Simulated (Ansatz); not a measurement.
Nudged elastic band, with input and output: CH$_{7}$ClGeO (part 1 of 2)

System: CH$_{7}$ClGeO.
Method: UKS PBE-D4/def2-SVP (Ansatz 0.2.0).

It belongs to a series of runs on one base structure; here: band between the two ends. Figures and captions count atoms from 1; the log counts them from 0 in places.

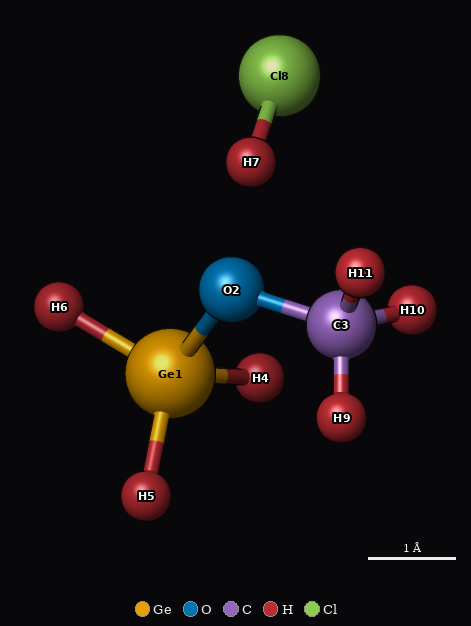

The starting structure (ball-and-stick view, seen at a tilt; atoms are numbered from 1 in the order of the input). Sticks mark near contacts. Bond lengths as drawn: Cl–H 1.35 Å, C–H 1.11 Å, C–O 1.43 Å, Ge–H 1.54 to 1.55 Å and Ge–O 1.84 Å.

### Input file
```yaml
crystal:
  periodic: [false, false, false]
  atoms:
    - { symbol: Ge, position_ang: [-0.431943, -0.42432, 1.384903] }
    - { symbol: O, position_ang: [0.677953, -0.109909, -0.044992] }
    - { symbol: C, position_ang: [0.215204, -0.497303, -1.336519] }
    - { symbol: H, position_ang: [-1.806805, 0.231257, 1.102586] }
    - { symbol: H, position_ang: [-0.558599, -1.966532, 1.498017] }
    - { symbol: H, position_ang: [0.324063, 0.204168, 2.569918] }
    - { symbol: H, position_ang: [0.779452, 1.523507, -0.059274] }
    - { symbol: Cl, position_ang: [0.482588, 2.837619, -0.02558] }
    - { symbol: H, position_ang: [-0.084475, -1.569229, -1.361192] }
    - { symbol: H, position_ang: [-0.645219, 0.125655, -1.672665] }
    - { symbol: H, position_ang: [1.047683, -0.354918, -2.0551] }
magnetization:
  spin_polarized: true
basis:
  gaussian: { orbitals: def2-SVP }
hamiltonian:
  xc: pbe
  dispersion: d4
neb:
  order_check: false
  images: 8
  f_tol: 0.03
  max_iterations: 60
  climbing: false
  final_atoms:
    - { symbol: Ge, position_ang: [-0.86218272, 0.2977802, 1.74689346] }
    - { symbol: O, position_ang: [1.24331485, -0.16841723, -0.43702762] }
    - { symbol: C, position_ang: [0.62264846, -0.61810994, -1.62570545] }
    - { symbol: H, position_ang: [-1.94509684, 0.67397662, 2.79200228] }
    - { symbol: H, position_ang: [-1.37925536, -0.79776595, 0.7910376] }
    - { symbol: H, position_ang: [0.48308358, -0.02555599, 2.4255688] }
    - { symbol: H, position_ang: [1.0810927, 0.79568712, -0.37665073] }
    - { symbol: Cl, position_ang: [-0.59978648, 2.14661469, 0.56500628] }
    - { symbol: H, position_ang: [0.71318659, -1.7228225, -1.65872143] }
    - { symbol: H, position_ang: [-0.46414165, -0.36569036, -1.67515031] }
    - { symbol: H, position_ang: [1.10703887, -0.21570167, -2.54715089] }
  initial_path:
    images:
      - { positions_ang: [[-0.431943, -0.42432, 1.384903], [0.677953, -0.109909, -0.044992], [0.215204, -0.497303, -1.336519], [-1.806805, 0.231257, 1.102586], [-0.558599, -1.966532, 1.498017], [0.324063, 0.204168, 2.569918], [0.779452, 1.523507, -0.059274], [0.482588, 2.837619, -0.02558], [-0.084475, -1.569229, -1.361192], [-0.645219, 0.125655, -1.672665], [1.047683, -0.354918, -2.0551]] }
      - { positions_ang: [[-0.46612128, -0.31303321, 1.40260184], [0.69759301, -0.09188427, -0.08818724], [0.27956884, -0.53325659, -1.36473559], [-1.75051983, 0.34333999, 1.40377817], [-0.74758377, -1.74607574, 1.33246445], [0.39379534, 0.08563567, 2.49397643], [0.74693169, 1.45809439, -0.11757934], [0.30260569, 2.75359311, 0.08631408], [0.05992945, -1.60709958, -1.35050983], [-0.61062196, 0.00637377, -1.71132816], [1.09432483, -0.35569254, -2.08669281]] }
      - { positions_ang: [[-0.50029956, -0.20174642, 1.42030068], [0.71723302, -0.07385954, -0.13138249], [0.34393367, -0.56921017, -1.39295219], [-1.69423466, 0.45542299, 1.70497035], [-0.93656853, -1.52561948, 1.1669119], [0.46352768, -0.03289667, 2.41803487], [0.71441138, 1.39268178, -0.17588467], [0.12262338, 2.66956722, 0.19820816], [0.20433389, -1.64497017, -1.33982766], [-0.57602493, -0.11290747, -1.74999133], [1.14096666, -0.35646708, -2.11828561]] }
      - { positions_ang: [[-0.53447784, -0.09045962, 1.43799951], [0.73687303, -0.05583481, -0.17457773], [0.40829851, -0.60516376, -1.42116878], [-1.63794949, 0.56750598, 2.00616252], [-1.1255533, -1.30516322, 1.00135934], [0.53326002, -0.151429, 2.3420933], [0.68189106, 1.32726917, -0.23419001], [-0.05735893, 2.58554133, 0.31010224], [0.34873834, -1.68284075, -1.32914549], [-0.54142789, -0.2321887, -1.78865449], [1.18760849, -0.35724162, -2.14987842]] }
      - { positions_ang: [[-0.56865613, 0.02082717, 1.45569835], [0.75651304, -0.03781008, -0.21777297], [0.47266335, -0.64111734, -1.44938538], [-1.58166431, 0.67958897, 2.30735469], [-1.31453807, -1.08470697, 0.83580679], [0.60299236, -0.26996133, 2.26615174], [0.64937075, 1.26185656, -0.29249534], [-0.23734124, 2.50151545, 0.42199631], [0.49314278, -1.72071133, -1.31846332], [-0.50683086, -0.35146994, -1.82731765], [1.23425032, -0.35801616, -2.18147122]] }
      - { positions_ang: [[-0.61646054, 0.10106052, 1.49591951], [0.81933103, -0.04431099, -0.26133249], [0.51793495, -0.65454034, -1.48151721], [-1.59703007, 0.72878004, 2.49506761], [-1.40572211, -0.95484407, 0.75725353], [0.62066131, -0.29548622, 2.25011294], [0.68288638, 1.18098769, -0.32775942], [-0.35760508, 2.42473719, 0.48761701], [0.58177185, -1.73777728, -1.35152214], [-0.48671115, -0.40606387, -1.8275938], [1.24084542, -0.34254768, -2.23614354]] }
      - { positions_ang: [[-0.67789108, 0.15024044, 1.558663], [0.92532698, -0.07533755, -0.30525627], [0.54411333, -0.64543274, -1.51756427], [-1.68404677, 0.71507919, 2.56930128], [-1.39910542, -0.91557454, 0.76569954], [0.58626688, -0.22800366, 2.2939769], [0.78243796, 1.08466255, -0.33998225], [-0.41815043, 2.35520656, 0.50696433], [0.61462553, -1.73403858, -1.42832196], [-0.48106878, -0.39597049, -1.78948293], [1.20739378, -0.31083618, -2.31389538]] }
      - { positions_ang: [[-0.73932163, 0.19942036, 1.62140649], [1.03132294, -0.10636411, -0.34918005], [0.57029171, -0.63632514, -1.55361133], [-1.77106346, 0.70137833, 2.64353495], [-1.39248873, -0.87630501, 0.77414556], [0.55187245, -0.1605211, 2.33784087], [0.88198954, 0.9883374, -0.35220508], [-0.47869578, 2.28567594, 0.52631165], [0.64747922, -1.73029989, -1.50512178], [-0.4754264, -0.38587711, -1.75137205], [1.17394214, -0.27912468, -2.39164722]] }
      - { positions_ang: [[-0.80075217, 0.24860028, 1.68414997], [1.1373189, -0.13739067, -0.39310383], [0.59647009, -0.62721754, -1.58965839], [-1.85808015, 0.68767748, 2.71776861], [-1.38587205, -0.83703548, 0.78259158], [0.51747802, -0.09303855, 2.38170483], [0.98154112, 0.89201226, -0.3644279], [-0.53924113, 2.21614532, 0.54565897], [0.6803329, -1.7265612, -1.5819216], [-0.46978403, -0.37578374, -1.71326118], [1.14049051, -0.24741317, -2.46939906]] }
      - { positions_ang: [[-0.86218272, 0.2977802, 1.74689346], [1.24331485, -0.16841723, -0.43702762], [0.62264846, -0.61810994, -1.62570545], [-1.94509684, 0.67397662, 2.79200228], [-1.37925536, -0.79776595, 0.7910376], [0.48308358, -0.02555599, 2.4255688], [1.0810927, 0.79568712, -0.37665073], [-0.59978648, 2.14661469, 0.56500628], [0.71318659, -1.7228225, -1.65872143], [-0.46414165, -0.36569036, -1.67515031], [1.10703887, -0.21570167, -2.54715089]] }
```

Launch command:
```bash
ansatz run input.yaml --threads 4 --pin off --max-ram 5120MiB --backend cpu --events-out ev --progress --plain --runs-dir out
```

### The program's output
```
Engine: ansatz 0.2.0, aarch64-unknown-linux-gnu
Functional definition: PBE
  parameter kappa = 0.804
  parameter beta = 0.06672455060314922
  exchange = pbe_x(kappa = kappa, mu = beta*pi^2/3)
  correlation = pbe_c(beta = beta)
1253 factors; their error is unknown
mean field evaluation 1: about -72202.3721 eV, gradient 3.8e1 eV
mean field evaluation 2: about -72178.6784 eV, gradient 8.5e1 eV
mean field evaluation 4: about -72207.9908 eV, gradient 5.2e0 eV
mean field evaluation 8: about -72208.0923 eV, gradient 8.0e-2 eV
mean field evaluation 16: about -72208.0282 eV, gradient 5.2e-5 eV
mean field -72208.02822941 eV, -2653.5960930714 hartree, gradient 5.2e-5 eV, S^2 0.000000; 0 other end points of the search recorded, 0 dependent functions left out
the calculation of the forces begins
reference -72208.02826505 eV, -2653.5960943810 hartree; 35, 35 occupied and 78, 78 virtual orbitals, 1253 factors
1253 factors; their error is unknown
mean field evaluation 32: about -72208.3967 eV, gradient 7.0e-5 eV
mean field -72208.39667452 eV, -2653.6096331793 hartree, gradient 1.7e-5 eV, S^2 0.000000; 0 other end points of the search recorded, 0 dependent functions left out
[... from here on the field's lines of each further geometry are left out, up to the last ...]
NEB iter   1: max|band force component| = 3.955e0 eV/Å  barrier→ = 1.4836 eV  barrier← = 1.8420 eV  Δτ_max = 0.1983 Å  (292 SCF iters)
NEB iter   2: max|band force component| = 2.082e0 eV/Å  barrier→ = 0.6641 eV  barrier← = 1.0224 eV  Δτ_max = 0.1992 Å  (240 SCF iters)
NEB iter   3: max|band force component| = 2.940e0 eV/Å  barrier→ = 0.5760 eV  barrier← = 0.9344 eV  Δτ_max = 0.1011 Å  (249 SCF iters)
NEB iter   4: max|band force component| = 5.291e-1 eV/Å  barrier→ = 0.5229 eV  barrier← = 0.8813 eV  Δτ_max = 0.1250 Å  (240 SCF iters)
NEB iter   5: max|band force component| = 3.769e-1 eV/Å  barrier→ = 0.4841 eV  barrier← = 0.8425 eV  Δτ_max = 0.1690 Å  (235 SCF iters)
NEB iter   6: max|band force component| = 6.750e-1 eV/Å  barrier→ = 0.5186 eV  barrier← = 0.8770 eV  Δτ_max = 0.0837 Å  (239 SCF iters)
NEB iter   7: max|band force component| = 6.256e-1 eV/Å  barrier→ = 0.4856 eV  barrier← = 0.8440 eV  Δτ_max = 0.0843 Å  (231 SCF iters)
NEB iter   8: max|band force component| = 4.646e-1 eV/Å  barrier→ = 0.4341 eV  barrier← = 0.7925 eV  Δτ_max = 0.0844 Å  (239 SCF iters)
NEB iter   9: max|band force component| = 3.602e-1 eV/Å  barrier→ = 0.3916 eV  barrier← = 0.7499 eV  Δτ_max = 0.0845 Å  (235 SCF iters)
NEB iter  10: max|band force component| = 3.968e-1 eV/Å  barrier→ = 0.4095 eV  barrier← = 0.7679 eV  Δτ_max = 0.0421 Å  (238 SCF iters)
NEB iter  11: max|band force component| = 2.757e-1 eV/Å  barrier→ = 0.4072 eV  barrier← = 0.7656 eV  Δτ_max = 0.0421 Å  (231 SCF iters)
NEB iter  12: max|band force component| = 1.792e-1 eV/Å  barrier→ = 0.4049 eV  barrier← = 0.7633 eV  Δτ_max = 0.0422 Å  (233 SCF iters)
NEB iter  13: max|band force component| = 1.001e-1 eV/Å  barrier→ = 0.4051 eV  barrier← = 0.7635 eV  Δτ_max = 0.0420 Å  (243 SCF iters)
NEB iter  14: max|band force component| = 1.250e-1 eV/Å  barrier→ = 0.4046 eV  barrier← = 0.7629 eV  Δτ_max = 0.0211 Å  (237 SCF iters)
NEB iter  15: max|band force component| = 1.067e-1 eV/Å  barrier→ = 0.4032 eV  barrier← = 0.7616 eV  Δτ_max = 0.0210 Å  (233 SCF iters)
NEB iter  16: max|band force component| = 6.828e-2 eV/Å  barrier→ = 0.4025 eV  barrier← = 0.7609 eV  Δτ_max = 0.0210 Å  (216 SCF iters)
NEB iter  17: max|band force component| = 6.708e-2 eV/Å  barrier→ = 0.4016 eV  barrier← = 0.7600 eV  Δτ_max = 0.0210 Å  (235 SCF iters)
NEB iter  18: max|band force component| = 4.999e-2 eV/Å  barrier→ = 0.4006 eV  barrier← = 0.7590 eV  Δτ_max = 0.0210 Å  (229 SCF iters)
NEB iter  19: max|band force component| = 5.805e-2 eV/Å  barrier→ = 0.3998 eV  barrier← = 0.7582 eV  Δτ_max = 0.0105 Å  (234 SCF iters)
NEB iter  20: max|band force component| = 4.794e-2 eV/Å  barrier→ = 0.3995 eV  barrier← = 0.7579 eV  Δτ_max = 0.0105 Å  (198 SCF iters)
the calculation of the forces begins
reference -72208.38429919 eV, -2653.6091783944 hartree; 35, 35 occupied and 78, 78 virtual orbitals, 1253 factors
1253 factors; their error is unknown
mean field evaluation 1408: about -72207.6211 eV, gradient 1.5e-2 eV
mean field -72207.62110358 eV, -2653.5811314730 hartree, gradient 1.9e-5 eV, S^2 0.000000; 1 other end points of the search recorded, 0 dependent functions left out
the calculation of the forces begins
reference -72207.62114028 eV, -2653.5811328218 hartree; 35, 35 occupied and 78, 78 virtual orbitals, 1253 factors
NEB iter  21: max|band force component| = 2.558e-2 eV/Å  barrier→ = 0.3992 eV  barrier← = 0.7576 eV  Δτ_max = 0.0000 Å  (438 SCF iters)
```
